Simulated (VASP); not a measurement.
```xyz
16
Lattice="0.0000 5.9408 5.9408 5.9408 0.0000 5.9408 5.9408 5.9408 0.0000" Properties=species:S:1:pos:R:3 pbc="T T T"
Ga    0.0833    0.0833    0.0833
Ga    2.8871    2.8871    0.0833
Ga    2.8871    0.0833    2.8871
Ga    6.0241    8.8279    8.8279
Ga    0.0833    2.8871    2.8871
Ga    8.8279    6.0241    8.8279
Ga    8.8279    8.8279    6.0241
Ga    6.0241    6.0241    6.0241
P     1.4852    1.4852    1.4852
P     7.4261    7.4261    7.4261
Sb    4.4556    4.4556    1.4852
Sb    4.4556    1.4852    4.4556
Sb    7.4261    4.4556    4.4556
Sb    1.4852    4.4556    4.4556
Sb    4.4556    7.4261    4.4556
Sb    4.4556    4.4556    7.4261
```

Space group P-43m; a generated structure, not necessarily the stable one; computed pressure about 3 GPa in this cell.

The calculation used VASP, Kohn-Sham DFT of a periodic cell, PBE, VASP PAW PBE potentials, recommended.

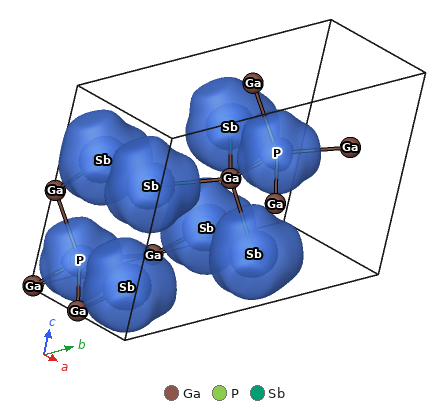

Ga$_{4}$Sb$_{3}$P. Isosurface of the electron localisation function at 0.65 (blue), seen slightly off an axis. Core shells and regions of very low density are left out. Sticks mark near contacts.

Core electrons are frozen (PAW), and the valence fields are smoothed inside the atomic spheres.

What do the ELF domains correspond to?

Answer. At this value the surface marks out two regions on P in which the atom's valence shell and bonds are merged and six regions wrapped around Sb (the valence shell of each), counted in one cell of 16 atoms. Regions shared between cells count once. Along the contacts the grid gives the following. Ga–P (2.43 Å): the ELF peaks at about 0.90 in the valence shell of P, 0.9 Å from its nucleus, and is about 0.75 at the midpoint. Ga–Sb (2.62 Å): the ELF peaks at about 0.85 between the atoms: localised, covalent bonding.
